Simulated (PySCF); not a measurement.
## Electronic structure of CsH in real space

```xyz
2

Cs    0.0000    0.0000   -0.0186
H     0.0000    0.0000    2.4594
```

Method: PBE0/x2c-TZVPall, spin-free X2C-1e, Gaussian nucleus, at a bond length of 2.478 Å (PySCF 2.14.0).

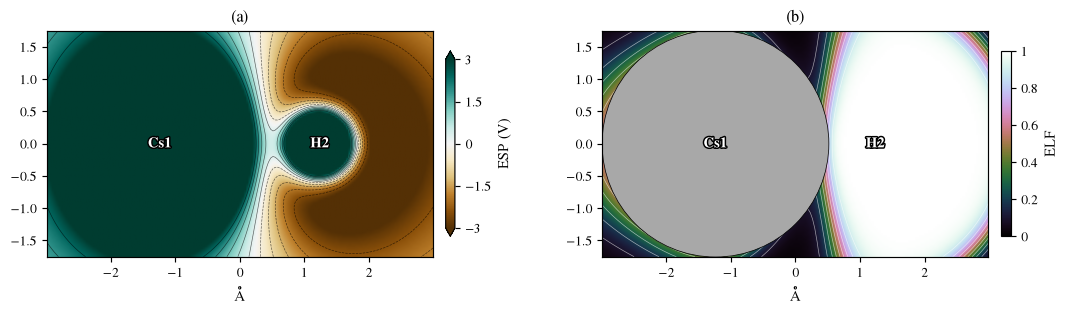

Figure 1. (a) molecular electrostatic potential; (b) ELF on a plane that holds the molecular axis. Grey discs cover the atomic cores in the ELF map.

> What does the map show?

The plane passes through Cs and H nuclei. Cs–H (2.48 Å): the ELF climbs to about 1 towards the hydrogen. Outside the dense part of the molecule the potential is most negative (−3.8 V) near H2.

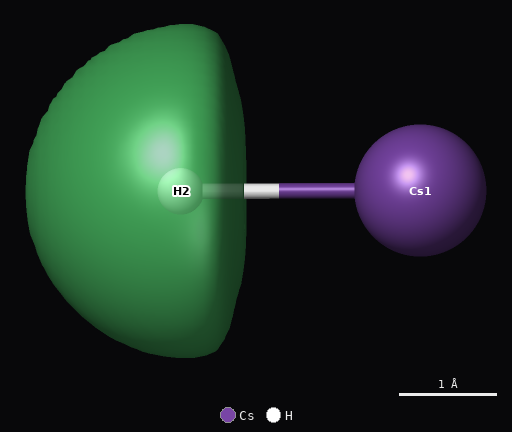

Figure 2. Isosurface of the ELF at 0.75 (green), seen from one side. Core shells and regions of very low density are left out.

> Where are the electrons localised?

The surface consists of one region around a hydrogen nucleus.

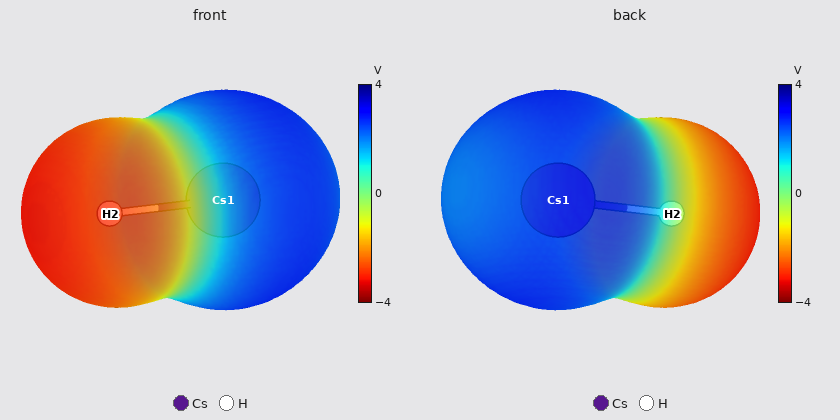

Figure 3. The electrostatic potential painted on the density surface at 0.002 e/bohr³, seen from the front and from behind; the colour scale runs from red (negative) to blue (positive).

> Which sites attract a positive test charge, and which a negative one?

A positive charge is drawn to the negative regions and a negative charge to the positive ones. The most negative region (about −3.2 V) lies over H2, the most positive (about +2.7 V) over Cs1.
